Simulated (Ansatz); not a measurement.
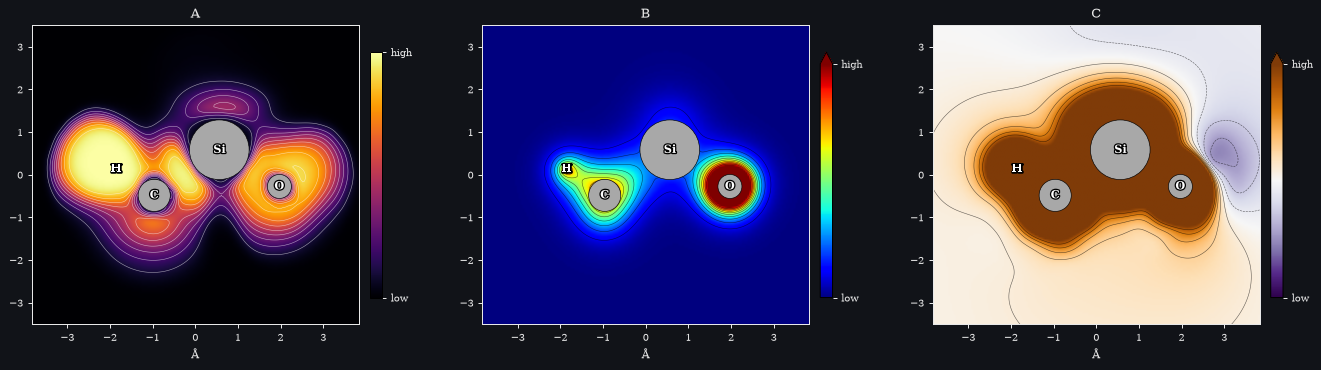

CH$_{5}$ClOSi: 3 fields on the plane of atoms C2, Si1 and O3, with unlabelled colour scales. Grey discs cover the atomic cores.

All numbers below come from Ansatz 0.2.0, UKS PBE0-D4/6-31G*.

Input file:

```
crystal:
  periodic: [false, false, false]
  atoms:
    - { symbol: Si, position_ang: [-0.506874, 0.703205, -0.086663] }
    - { symbol: C, position_ang: [0.945793, -0.436109, 0.181077] }
    - { symbol: O, position_ang: [-1.575681, -0.31619, -0.83709] }
    - { symbol: H, position_ang: [-1.125322, -1.172303, -0.756426] }
    - { symbol: H, position_ang: [-0.241765, 1.903133, -0.907512] }
    - { symbol: Cl, position_ang: [-1.235495, 1.392262, 1.718115] }
    - { symbol: H, position_ang: [1.315102, -0.790551, -0.789997] }
    - { symbol: H, position_ang: [1.789516, 0.024027, 0.706402] }
    - { symbol: H, position_ang: [0.634925, -1.307373, 0.772194] }
magnetization:
  spin_polarized: true
basis:
  gaussian: { orbitals: "6-31G*" }
hamiltonian:
  xc: pbe0
  dispersion: d4
relax:
  f_tol: 0.03
  max_steps: 50
output:
  orbitals: {}
```

Launched as:

```sh
ansatz run input.yaml --threads 2 --pin off --max-ram 3072MiB --backend cpu --events-out ev --progress --plain --runs-dir out
```

The fields are those of the relaxed geometry.

### The panels show electron density, electron localisation function and electrostatic potential in some order. Assign them.

Panel A: electron localisation function. Panel B: electron density. Panel C: electrostatic potential (strongly positive close to the atoms, with negative regions outside electron-rich atoms). From the grid: Si–O (1.65 Å): ρ is about 1.1 e/Å³ halfway; the ELF peaks at about 0.85 between the atoms: a polar covalent bond. C–Si (1.86 Å): ρ is about 1 e/Å³ halfway; the ELF peaks at about 0.95 between the atoms (a covalent bond).
